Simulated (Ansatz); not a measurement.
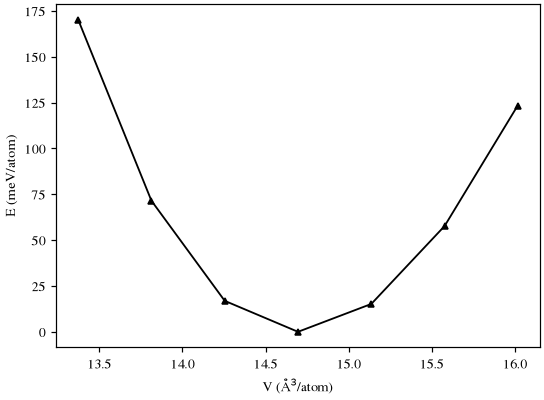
Re in space group P-6m2 (No. 187; Re on 2g, Re on 2h, Re on 1a, Re on 1f) under volume change, DFT-r²SCAN in the program Ansatz with PAW potentials, shape and atoms relaxed at each volume.

Question: What does a third-order Birch–Murnaghan fit give for V₀, B₀ and B′?

Answer: V₀ = 14.69 Å³/atom, B₀ = 387 GPa, B′ = 4.4.

The start of the workflow was typed in or built on a structure type; neither database checked (COD, Materials Project) lists it. It is not the phase usual at ambient conditions (space group No. 194). Symmetry was held in the r²SCAN relaxation; whether a distortion lowers the energy is not shown. No spin polarisation was allowed. Spin–orbit coupling is left out wherever it is not named.

Potentials: the later of the program's two PAW sets.
